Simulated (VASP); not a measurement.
Band structure of CdTe (zinc blende). Computed with PBE GGA, VASP's PBE PAW potentials (set 64) (plane waves; VASP).

Unless said otherwise, spin-orbit coupling is left out, though it shifts the bands of the heavy elements here.

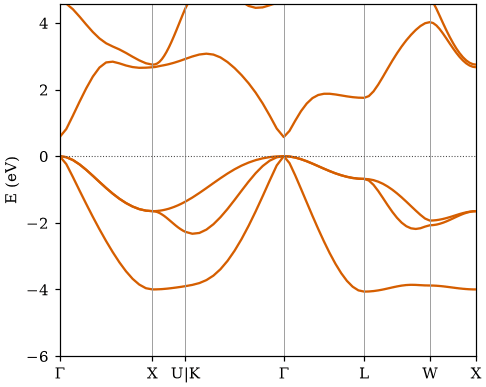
Figure. Bands along high-symmetry lines, zero at the valence-band maximum or, without a gap, the Fermi level

Read the plot: is there a gap, and where are the band edges?

The gap is direct, 0.57 eV, from the valence maximum at Γ to the conduction minimum at Γ. (Edges off the drawn lines would not show.)

Measured: gap 1.63 eV (computed value off by -1.06 eV), as given by Anna Miglio et al., npj Computational Materials (2020), arXiv:2011.12765 [zero-point renormalisation of 16 meV (experimental, the table's column) added back].

The compound is CdTe in the zinc blende structure. It was relaxed first, which changed the volume by +7 %.
